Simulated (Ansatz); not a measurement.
# GeC (singlet): trial inputs and their diagnosis at distance Ge1–C2 = 3.470 Å

3 inputs are run for GeC (singlet) as typed; the log has to tell whether the result can be used and what must change.

Computed with Ansatz 0.2.0, Gaussian basis. Level: the settings change from run to run.

26 further runs of the same task are left out: 2 for a known fault of the program, 15 that didn't finish, 9 set aside as unsound or not needed.

## Step 1: The system

The geometry derives from a PBE0/def2-TZVP stationary point (not a proven minimum). One bond is set to the value named and the two fragments are kept rigid. No spin-orbit coupling is included. The filled d shell of Ge may be among the frozen orbitals whatever the setting's name suggests; the logs give the count.

2 atoms, charge 0, spin multiplicity 1.

Atoms are counted from 1 here; the program's logs count them from 0.

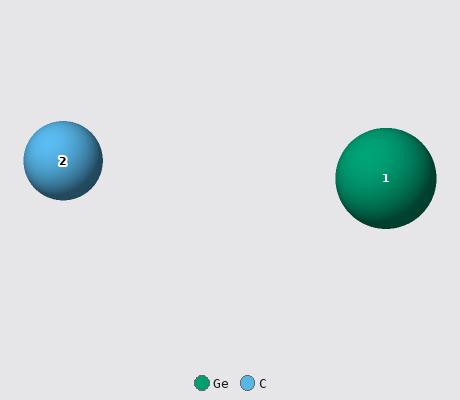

The structure; germanium teal, carbon blue; atoms are numbered from 1 in the order of the file.

As a file:

| atom | x (Å) | y (Å) | z (Å) |
| --- | --- | --- | --- |
| Ge1 | 0.0000 | 0.0000 | 0.0000 |
| C2 | 0.0000 | 0.0000 | 3.4700 |

## Step 2: Try 1

in.yaml reads:

```yaml
crystal:
  periodic: [false, false, false]
  atoms:
    - {symbol: Ge, position_ang: [0.000000, 0.000000, 0.000000]}
    - {symbol: C, position_ang: [0.000000, 0.000000, 3.470000]}
basis:
  gaussian: {orbitals: 6-31G}
magnetization: {spin_polarized: false, initial_magnetization: 1}
hamiltonian: {xc: {name: r2SCAN}}
correlation: {method: bccd_t, electrons: outside_noble_gas, diis_vectors: 12}
output: {forces: true}
```

Launch:

```
> ansatz run in.yaml --threads 1 --pin off --events-out ev --progress --plain --max-ram 2393MiB
```

The program printed:

```text
Error: a molecule whose nuclei and cores have a total charge of 38 cannot have a net charge of 0 together with 1 unpaired electrons
```

Run time: 0.09 s. Hardware: 1 thread of AMD EPYC 7R43, shared host.

What is wrong: The run was refused. The number of unpaired electrons doesn't fit the electron count. Cure: make charge and initial_magnetization agree.

## Step 3: Try 2

in.yaml reads:

```yaml
crystal:
  periodic: [false, false, false]
  atoms:
    - {symbol: Ge, position_ang: [0.000000, 0.000000, 0.000000]}
    - {symbol: C, position_ang: [0.000000, 0.000000, 3.470000]}
basis:
  gaussian: {orbitals: 6-31G, fitting: {mean_field: def2-universal-jkfit}}
correlation: {method: fic_mrcisd_q_relaxed, electrons: outside_noble_gas, active_space: {window: {electrons: 4, orbitals: 5}}}
symmetry: c1
```

Same command.

The program printed:

```text
Error: YAML parse error: error: line 9 column 1: unknown field `symmetry`, expected one of crystal, accuracy, basis, kpoints, hamiltonian, magnetization, projection, total_charge, correlation, batch, efield, external_charges, scf, relax, neb, saddle, md, ramp, phonons, dielectric, real_time, elastic, magnetic_configurations, gw, evaluate, workflow, output, checkpoint, execution
 --> <input>:9:1
  |
7 |   gaussian: {orbitals: 6-31G, fitting: {mean_field: def2-universa…
8 | correlation: {method: fic_mrcisd_q_relaxed, electrons: outside_no…
9 | symmetry: c1
  | ^ unknown field `symmetry`, expected one of crystal, accuracy, basis, kpoints, hamiltonian, magnetization, projection, total_charge, correlation, batch, efield, external_charges, scf, relax, neb, saddle, md, ramp, phonons, dielectric, real_time, elastic, magnetic_configurations, gw, evaluate, workflow, output, checkpoint, execution
```

Wall time 0.06 s (1 thread of AMD EPYC 7R43, shared host).

What is wrong: The run was refused. The input holds a key that the program doesn't read here. To mend it, remove it or spell it as the reference does.

## Step 4: Try 3

in.yaml reads:

```yaml
crystal:
  periodic: [false, false, false]
  atoms:
    - {symbol: Ge, position_ang: [0.000000, 0.000000, 0.000000]}
    - {symbol: C, position_ang: [0.000000, 0.000000, 3.470000]}
basis:
  gaussian: {orbitals: cc-pVDZ}
hamiltonian: {xc: r2scan}
correlation: {method: sc_nevpt2, electrons: outside_noble_gas, active_space: {window: {electrons: 2, orbitals: 2}}}
accuracy: high
scf: {omitted_lower_state_checks: [cluster_reference]}
```

Launched as before.

The program printed:

```text
Error: invalid value for `correlation.active_space`: it starts from restricted Hartree–Fock orbitals; set hamiltonian.xc: hf without magnetization.spin_polarized
```

It took 0.06 s on 1 thread of AMD EPYC 7R43, shared host.

What is wrong: The run was refused. An active space is asked on a functional's orbitals. To mend it, start from Hartree-Fock.

## Step 5: How the runs ended

| try | level | ended | cause | time |
| --- | --- | --- | --- | --- |
| 1 | BCCD(T)/6-31G | refused | the number of unpaired electrons doesn't fit the electron count | 0.09 s |
| 2 | MRCISD+Q(relaxed)(4,5)/6-31G | refused | the input holds a key that the program doesn't read here | 0.06 s |
| 3 | NEVPT2(2,2)/cc-pVDZ | refused | an active space is asked on a functional's orbitals | 0.06 s |

3 refused.
